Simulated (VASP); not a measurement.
Band structure of Tc3N (space group P-6m2). Level of theory: PBEsol GGA, VASP's PBE PAW potentials (set 64) (plane waves; VASP).

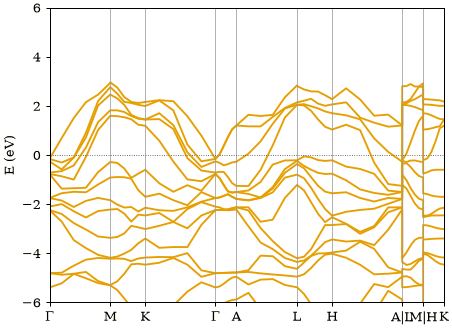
Figure: Bands along high-symmetry lines, zero at the valence-band maximum or, without a gap, the Fermi level

Task: Read the plot: is there a gap, and where are the band edges?

Result: It has no gap at this level: it comes out as a metal or semimetal.

The structure comes from a computed database's Tc3N entry (P-6m2); how it stands against other phases isn't given here. The cell was not relaxed at this level. VASP warned that the highest band is occupied, so more bands are needed.
